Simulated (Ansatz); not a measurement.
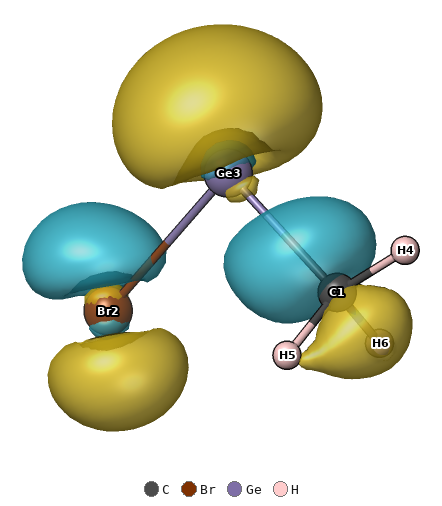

*CH₃BrGe. The HOMO at ±0.15 Å⁻³ᐟ² (yellow and cyan are the two phases), seen at an oblique angle.*

Geometry: PBE0-D3(BJ)/pcseg-1.

The calculation used Ansatz, isolated molecule in a Gaussian basis; Kohn-Sham density functional theory, functional PBE0.

```yaml
atoms:
  - { symbol: C, position_ang: [-0.0102, -0.7611, 0.8400] }
  - { symbol: Br, position_ang: [1.8656, -0.0819, -1.7357] }
  - { symbol: Ge, position_ang: [0.6202, 0.9419, 0.0152] }
  - { symbol: H, position_ang: [-0.6372, -0.5684, 1.7195] }
  - { symbol: H, position_ang: [-0.5842, -1.3419, 0.1045] }
  - { symbol: H, position_ang: [0.8515, -1.3761, 1.1346] }
```

Q: Describe this orbital and give its energy.

A: By Hirshfeld shares it lies mainly on Ge3 (about 50 %), Br2 (about 25 %) and C1 (about 20 %). Its energy is −6.89 eV.
